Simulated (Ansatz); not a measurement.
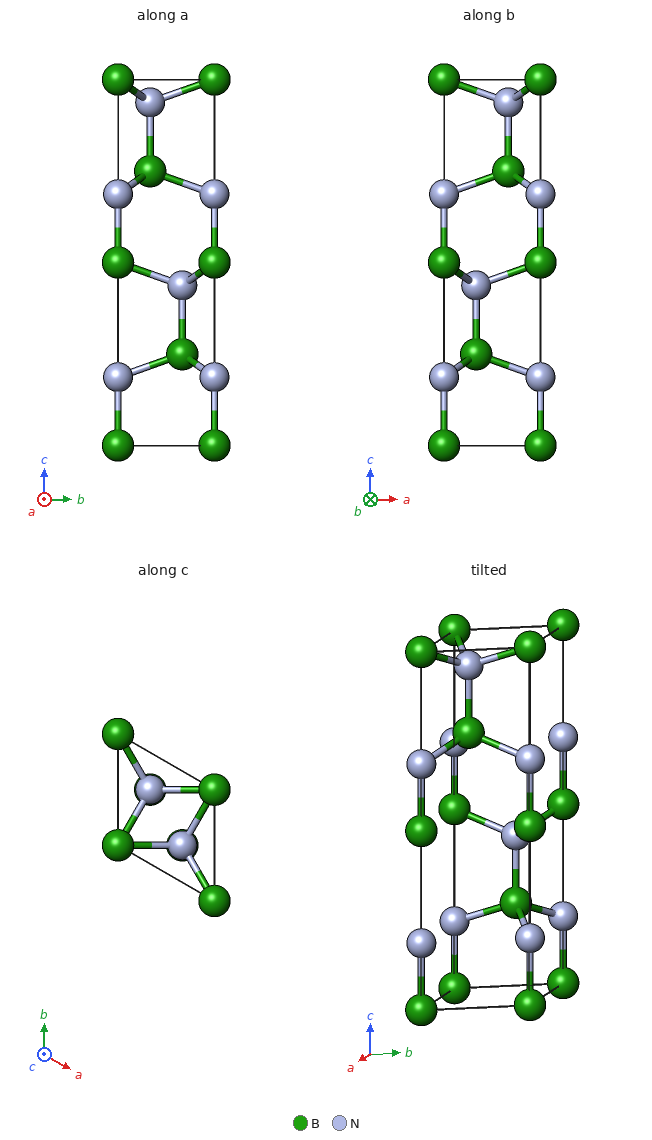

The figure gives a ball-and-stick picture of the atoms, viewed along the a axis, along the b axis, along the c axis and slightly off an axis. Atoms at the boundary of the conventional unit cell (the box) are drawn once for each face, edge or corner they touch.

Lattice parameters: a = 2.558 Å, b = 2.558 Å, c = 8.409 Å, α = 90.00°, β = 90.00°, γ = 120.00°.

> Set out the cell and atoms as a table of Wyckoff sites, with free fractional coordinates to two decimals.

Space group P6_3mc (No. 186).
| atom | site | x | y | z |
| --- | --- | --- | --- | --- |
| B | 2a | 0.00 | 0.00 | 0.00 |
| B | 2b | 0.3333 | 0.6667 | 0.25 |
| N | 2a | 0.00 | 0.00 | 0.19 |
| N | 2b | 0.3333 | 0.6667 | 0.44 |

It goes back to a structure type filled with these elements by a generator (whether the compound takes this form wasn't checked). A relaxation with DFT, PBE, plane waves, PAW (Ansatz) gave the geometry drawn.
